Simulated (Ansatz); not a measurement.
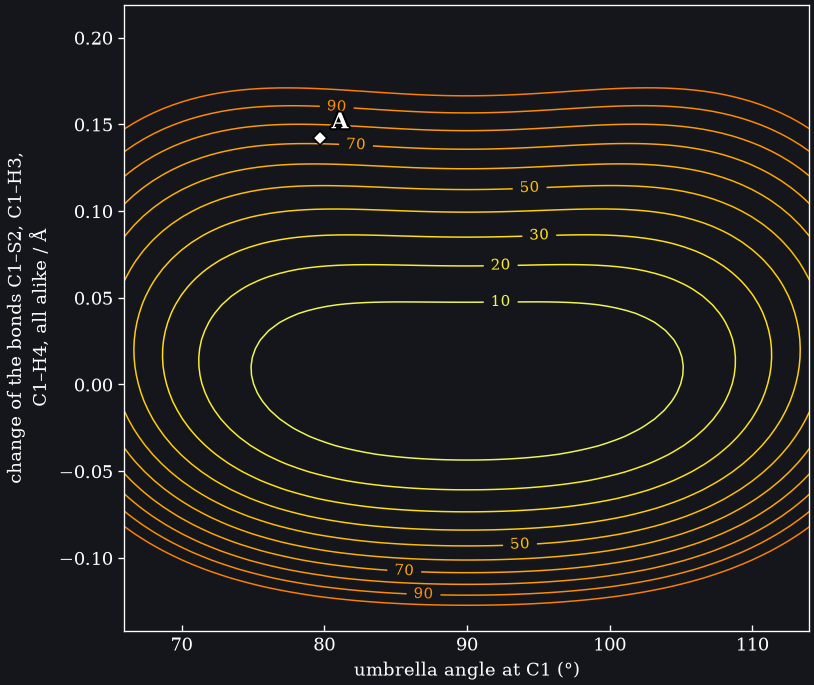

CH3S, SMILES [CH2]S, spin multiplicity 2. 
- The first coordinate is: umbrella angle at C1 (between each of its bonds and their common axis; 90 is planar); the second: change of the bonds C1–S2, C1–H3, C1–H4, all alike.
- Nothing is relaxed (all other coordinates rigid).
- Grid: 15 × 15 points.
- Points are written as (first, second).
- Energies: kJ/mol, counted from the relaxed molecule at the same level.
- Level of theory: Ansatz 0.2.0, UKS PBE0-D4/def2-TZVP.

In the figure: contour lines labelled in kJ/mol (none above 100), the point A. Between grid points the surface is interpolated.

Q: Which way does the force act at A, and how strong is it?

A: A, at (79.7°, 0.142 Å), is not a stationary point. The computed force is 0.17 kJ/mol for each degree towards smaller values of the first coordinate and 900 kJ/mol for each Å towards smaller values of the second coordinate.
